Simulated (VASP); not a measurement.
Energy against volume of CsPbCl₃ (cubic perovskite). All values below come from revPBE GGA, VASP's PBE PAW potentials (set 64) (plane waves; VASP 6.6.1).

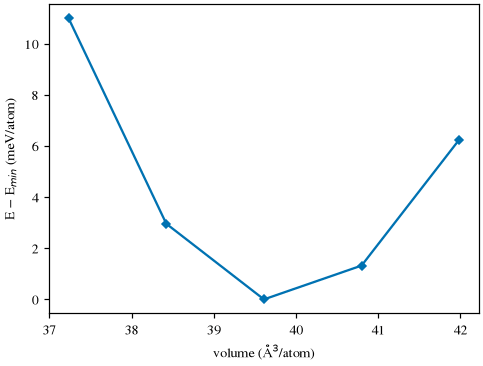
Energy against volume

Estimate the equilibrium volume and the bulk modulus.

The minimum lies near 39.8 Å³/atom, and the curvature gives B0 of about 19 GPa.

The compound is CsPbCl3 in the cubic perovskite structure, the ideal cubic form; the compound distorts at low or room temperature. It was relaxed first, which changed the volume by +13 %.
